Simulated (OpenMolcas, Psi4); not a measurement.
## Exact exchange and the dipole moment of SnSe

SnSe has 2 atoms, charge 0, and is taken as a singlet. SMILES: `[Se][Sn]`. The shape is that of a PBE0-D4/def2-TZVP optimisation.

The dipole moment y, in D, basis def2-TZVP with a core potential; a is the functional's share of exact exchange. Programs: OpenMolcas 26.06, Psi4 1.11.

```
functional     program     a  y (D)
    r2SCAN  OpenMolcas     0   2.94
      BLYP  OpenMolcas     0   2.78
     TPSSh        Psi4   0.1   3.00
     B3LYP  OpenMolcas   0.2      ?
      PBE0  OpenMolcas  0.25   3.12
     BHLYP  OpenMolcas   0.5   3.43
```

Problem. Fit y = c + s·a to the known rows and predict B3LYP.

Solution. 
1. Means of the 5 rows: a = 0.1700, y = 3.054.
2. Σ(Δa)² = 0.178, Σ(Δa·Δy) = 0.1991, so the slope is 0.1991/0.178 = 1.1185.
3. Intercept: 3.054 − (1.1185) × 0.1700 = 2.864. The largest residual of the fit is 0.084.
4. B3LYP: 2.864 + (1.1185) × 0.2 = 3.09 D.

The run gave 3.06 D, so the prediction is off by +0.03 D, within the largest residual. More exact exchange makes the molecule more polar here. The rows mix families of semi-local functionals, which the line can't see.

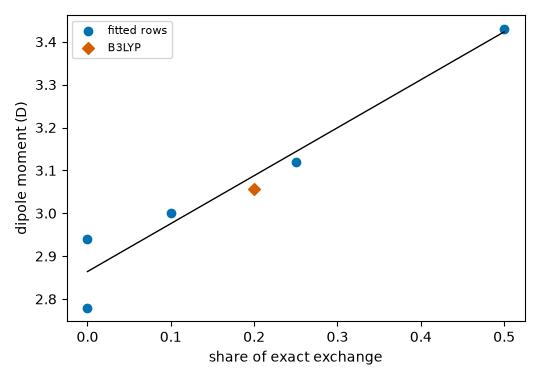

The fitted line, with the withheld row.
